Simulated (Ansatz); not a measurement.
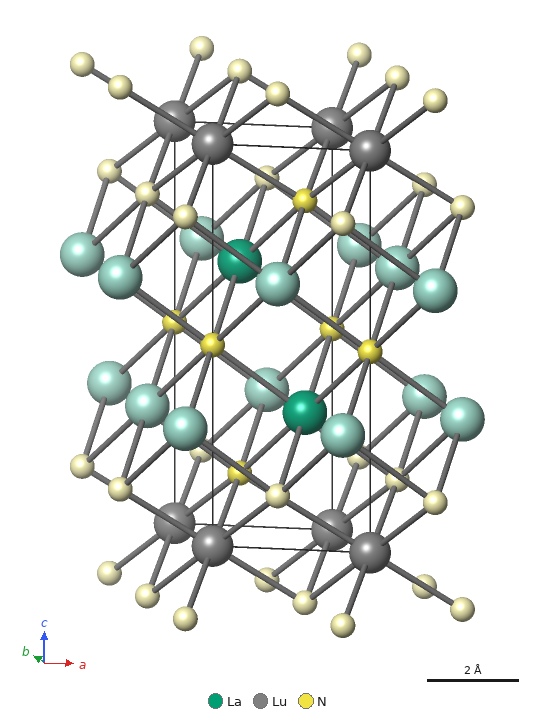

The image is a ball-and-stick drawing of a crystal, viewed slightly off an axis. The conventional unit cell is drawn as a box. Bonded neighbours in the next cells are drawn too, in fainter colours.

La2LuN3, space group P-3m1 (No. 164), a = 3.619 Å, b = 3.619 Å, c = 8.938 Å, α = 90.00°, β = 90.00°, γ = 120.00°. Provenance: a structure type filled with these elements by a generator (whether the compound takes this form wasn't checked). Earlier steps of the study, as a rule a relaxation of our own, may have changed the cell and positions, so they can lie some per cent off the listed ones. A calculation with Ansatz used it as input.

This one geometry was computed with Ansatz (DFT, plane waves, PAW) at four levels of theory: PBE with spin-orbit coupling, PBE, PBEsol and r2SCAN.

**Which level gives the highest pressure at this volume, and what does that say about its equilibrium volume?**

Highest: PBE with spin-orbit coupling (-0.1 GPa) and PBE (0.0 GPa), which points to the largest equilibrium volume. Lowest, with the smallest volume: PBEsol (-4.7 GPa). Levels within 0.5 GPa of each other can't be told apart.

**How does the band gap change with the level of theory?**

PBE with spin-orbit coupling: a gap of 0.17 eV, direct; PBEsol: a gap of 0.17 eV, indirect; PBE: a gap of 0.24 eV, indirect; r2SCAN: a gap of 0.53 eV, indirect.

**Collect the results in a table.**

| level | cutoff (eV) | k-mesh of the run's cell | gap (eV) | pressure (GPa) |
| --- | --- | --- | --- | --- |
| PBE with spin-orbit coupling | 420 | 12×12×4 | 0.17 | -0.1 |
| PBE | 420 | 12×12×4 | 0.24 | 0.0 |
| PBEsol | 420 | 12×12×4 | 0.17 | -4.7 |
| r2SCAN | 500 | 12×12×4 | 0.53 | -1.1 |

Gaps are taken on the k-mesh or band path of each run.
